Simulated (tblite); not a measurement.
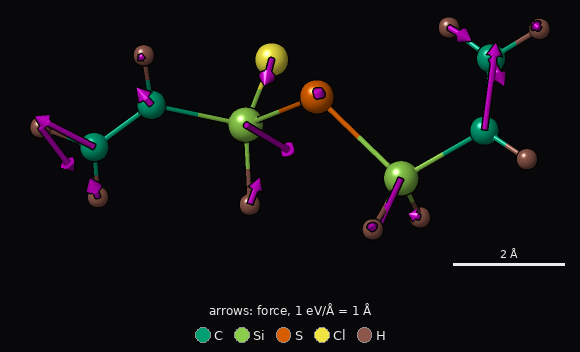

Starting geometry of C₄H₉ClSSi₂ with the computed forces as purple arrows. The picture is a ball-and-stick view, seen at a tilt.

Theory: GFN2-xTB geometry optimisation, gas phase in tblite 0.8.0. 

**What follows when this structure is relaxed?**

It isn't relaxed: the largest force vector, on a C atom, is 1.65 eV/Å. The final displacements have little in common with the starting forces (cosine between the two patterns 0.09). The atom that moves furthest after the best rigid fit is the Cl atom (2.43 Å). Largest moves by element: Cl 2.43 Å, H 1.71 Å, Si 0.86 Å, C 0.71 Å, S 0.16 Å. Among the contacts that change: Cl–Si 2.082 → 2.027 Å, C–Si 1.834 → 1.878 Å, C–H 1.116 → 1.079 Å, H–Si 1.488 → 1.457 Å. Among the angles between lasting bonds that change: Si–S–Si 113.2° → 103.7°, C–C–H 115.1° → 122.3°, C–C–Si 118.4° → 125.1°. Groups turn about S–Si by about 50°, S–Si by about 40°, C–Si by about 30°. Over 216 geometry steps the energy falls by 33.1 kJ/mol.
